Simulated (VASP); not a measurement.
Band structure of HgMg3Te4 (ordered alloy cell). These are PBEsol GGA, VASP's PBE PAW potentials (set 64) (plane waves; VASP) values and carry that method's errors.

Unless said otherwise, spin-orbit coupling is left out, though it shifts the bands of the heavy elements here.

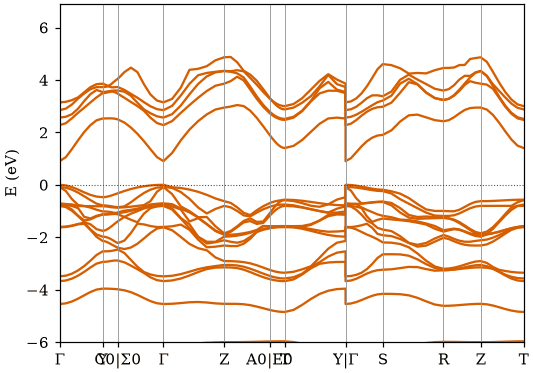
Fig. 1. Bands along high-symmetry lines, zero at the valence-band maximum or, without a gap, the Fermi level

Q: Read the plot: is there a gap, and where are the band edges?

A: The gap is direct, 0.90 eV, from the valence maximum at Γ to the conduction minimum at Γ. (Edges off the drawn lines would not show.)

The structure was generated: HgMg3Te4 was put into an ordered model structure (Amm2), which need not be its known phase. It was relaxed first.
